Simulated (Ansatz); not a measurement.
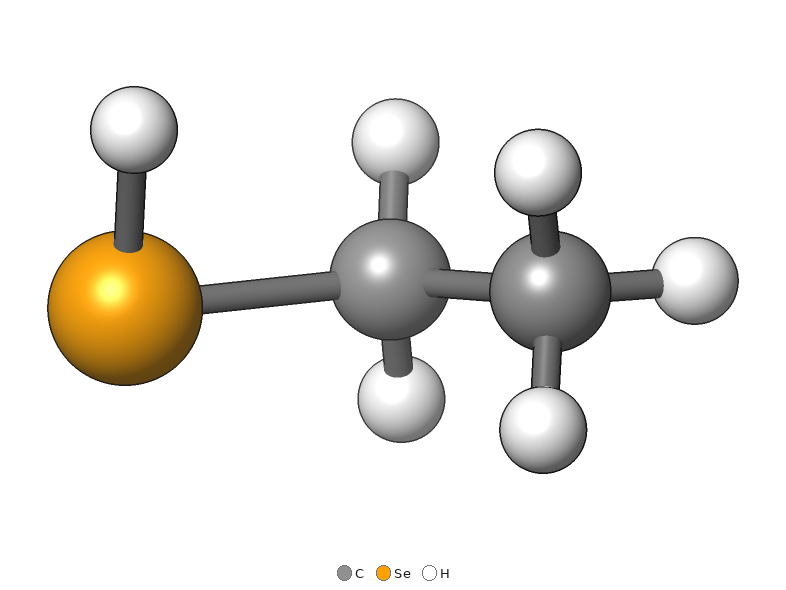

Every bond is drawn as one stick, whatever its order.

Computed geometry: PBE0-D4/def2-TZVP optimisation.

Question: What is the molecular formula?

Answer: C₂H₆Se, 9 atoms: 2 carbon, 6 hydrogen and 1 selenium.

Question: How many atoms are distinct by symmetry?

Answer: 9: 1 C, 1 C, 1 Se, 1 H, 1 H, 1 H, 1 H, 1 H, 1 H.

Question: What is its SMILES?

Answer: CC[SeH]

The parts below concern this one geometry. Atoms keep their numbers from picture to picture.

**Geometry**

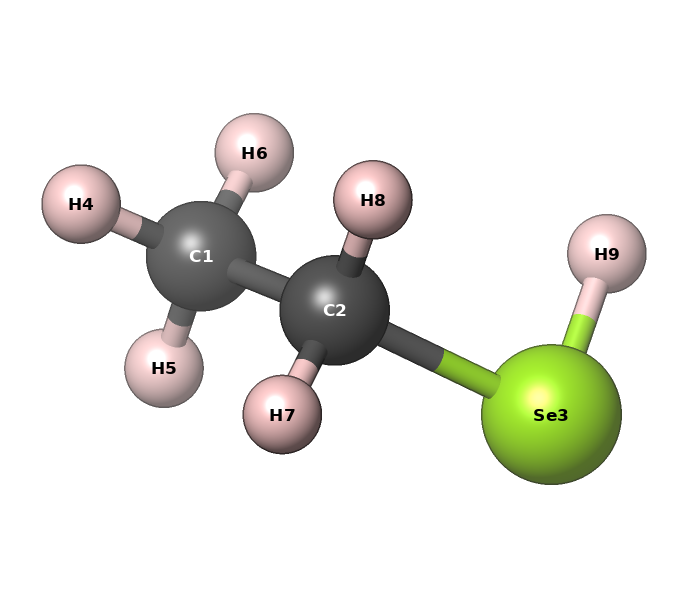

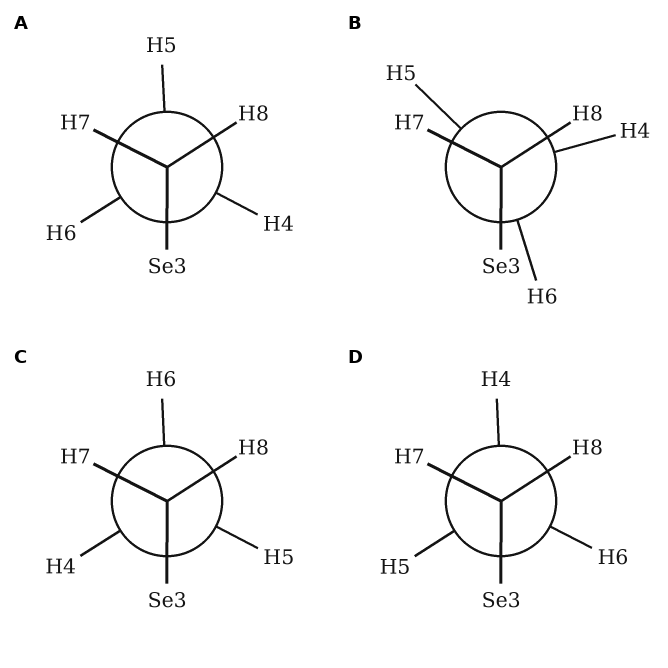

Atoms fade into the background with distance from the viewer. Bonds that would overlap in a projection are set slightly apart.

Question: Which Newman projection shows the view along C2–C1, with C2 in front?

Answer: D. The torsion angle Se3–C2–C1–H4 is 178°, antiperiplanar (anti).

**Vibrations**

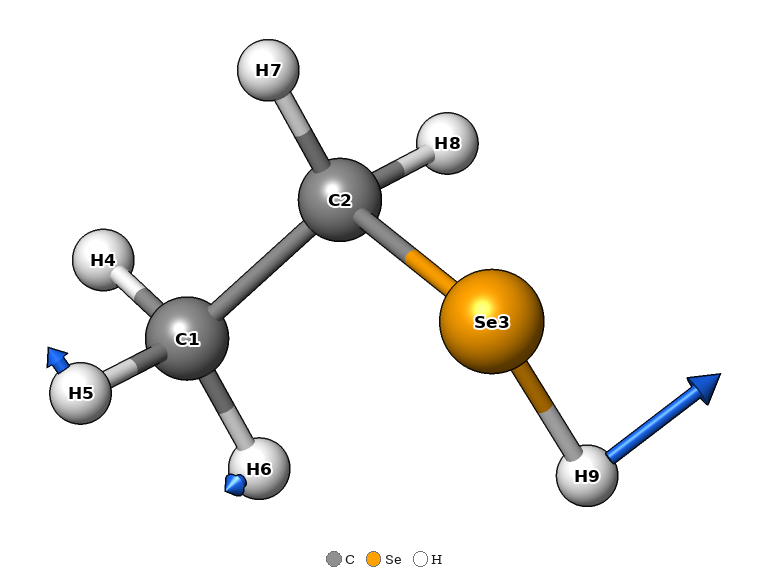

The arrows show one normal mode. Harmonic vibrations computed with RKS PBE0-D4/def2-TZVP (Ansatz 0.2.0) at a stationary point of the same level.

Question: What kind of motion is it?

Answer: A torsion or out-of-plane motion in which bond lengths and bond angles hardly change.

Question: Estimate its harmonic wavenumber.

Answer: 172 cm⁻¹; it is mode 1 of 21 counted from the lowest.

**Thermal motion**

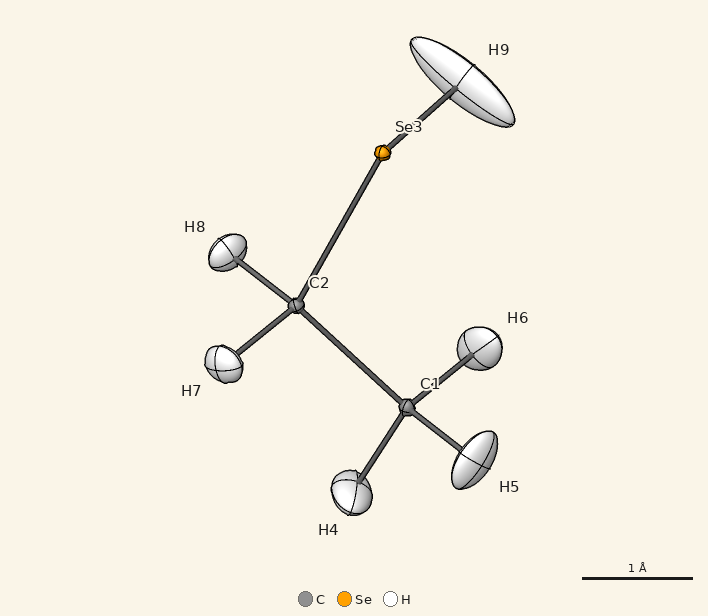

Displacement ellipsoids at the 50 % level, from the internal vibrations of the free molecule (harmonic, no overall translation or rotation; no half-axis is drawn under 0.075 Å). Vibrations computed with RKS PBE0-D4/def2-TZVP (Ansatz 0.2.0). Temperature: 200 K.

Question: Which atom moves most?

Answer: H9, with U_eq = 0.0611 Å².

Question: Does H9 move more along its bond or across it?

Answer: Across it: the root-mean-square amplitude is 0.082 Å along the bond and up to 0.392 Å across, since bending and torsion are softer than stretching.

List U_eq and the three principal root-mean-square amplitudes for each kind of atom.

```json
{"atom": "C1", "U_eq (Å²)": "0.0015", "rms amplitudes (Å)": "0.023, 0.025, 0.057"}
{"atom": "C2", "U_eq (Å²)": "0.0016", "rms amplitudes (Å)": "0.036, 0.040, 0.045"}
{"atom": "Se3", "U_eq (Å²)": "0.00008", "rms amplitudes (Å)": "0.004, 0.006, 0.014"}
{"atom": "H4", "U_eq (Å²)": "0.0209", "rms amplitudes (Å)": "0.088, 0.126, 0.197"}
{"atom": "H5", "U_eq (Å²)": "0.0208", "rms amplitudes (Å)": "0.074, 0.131, 0.199"}
{"atom": "H6", "U_eq (Å²)": "0.0209", "rms amplitudes (Å)": "0.075, 0.132, 0.200"}
{"atom": "H7", "U_eq (Å²)": "0.0127", "rms amplitudes (Å)": "0.080, 0.121, 0.131"}
{"atom": "H8", "U_eq (Å²)": "0.0125", "rms amplitudes (Å)": "0.080, 0.119, 0.130"}
{"atom": "H9", "U_eq (Å²)": "0.0611", "rms amplitudes (Å)": "0.082, 0.150, 0.392"}
```

**Electronic properties**

Level of theory: RKS r2SCAN-D4/def2-TZVPP (Ansatz 0.2.0).

Question: Give the dispersion correction at this level.

Answer: −3.4 kJ/mol.

Question: Give the dipole moment at this level.

Answer: 1.65 D.

Question: What is the HOMO–LUMO gap?

Answer: 5.14 eV.

Question: Estimate the HOMO energy (Kohn–Sham orbital).

Answer: −5.56 eV.
